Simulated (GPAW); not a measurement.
## SrCl2 (Fm-3m): how ε∞ follows the gap

The empty bands of SrCl2 (Fm-3m) are shifted up rigidly by Δ, and ε∞ is computed for each shift.

The structure is cubic, space group Fm-3m (No. 225). The conventional cell has a = 6.977 Å, b = 6.977 Å, c = 6.977 Å, α = 90.00°, β = 90.00°, γ = 90.00°. Sr on site a is surrounded by 8 Cl at 3.02 Å. Cl on site c has 4 Sr at 3.02 Å as nearest neighbours.

Method: GPAW 26.7.0, PBE, RPA, k-mesh 8×8×8, local fields up to 50 eV, Lorentzian half width 0.15 eV.

Launch of the response step: `OMP_NUM_THREADS=1 python df.py`. The series took 5.9 min in all, its band step included, on 1 thread of Arm Neoverse V1, on a shared host.

```
Δ (eV)     ε∞
  0.00      ?
  0.40  2.664
  0.80  2.608
  1.20  2.555
  1.60  2.507
  2.00  2.461
```

With one effective transition at E₀ and fixed dipole strength, ε∞ − 1 = A/(E₀ + Δ), so 1/(ε∞ − 1) is linear in Δ.

Working, on the rows shown:

| x = Δ (eV) | y = 1/(ε∞ − 1) |
| --- | --- |
| 0.4 | 0.600962 |
| 0.8 | 0.621891 |
| 1.2 | 0.643087 |
| 1.6 | 0.66357 |
| 2 | 0.684463 |

Means: x̄ = 1.2, ȳ = 0.64279. Σ(x − x̄)(y − ȳ) = 0.08347, Σ(x − x̄)² = 1.6. Slope = 0.08347 / 1.6 = 0.05217; intercept = ȳ − slope · x̄ = 0.58019. Turned back into ε∞, the line misses the rows shown by at most 0.00071.

Q: Predict the last column of the withheld row from the fit.

A: At x = 0 the line gives y = 0.58019, that is 2.724. The run gave 2.726, so the extrapolation is off by 0.0024, 0.9 % of the range in the table.

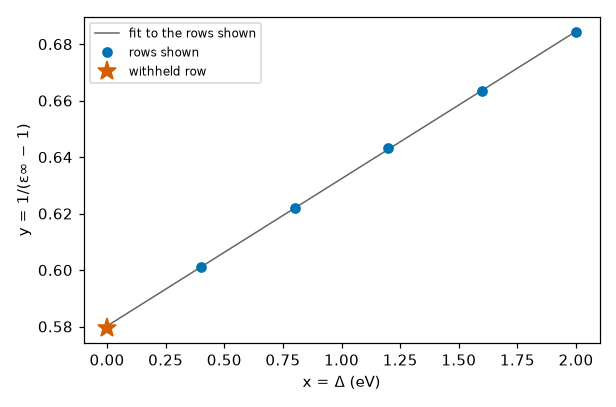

Refitted with all rows, the slope is 0.05246 and the intercept 0.57976. These give E₀ = intercept/slope = 11.1 eV, far above the least direct gap of 5.52 eV: most of the screening comes from transitions well over the edge. Over the first step ε∞ falls by 6 % per eV. Excitons are left out; PBE gaps are as a rule too small. The values come from a sum over the points of one k-mesh and carry its error, which grows as the direct gap shrinks. Spin-orbit coupling is left out.

[Logs are printed without paths, hosts, clocks, repeated set-up lines and the standing remarks that a program may print on its own settings, such as how far it seeks lower states.]
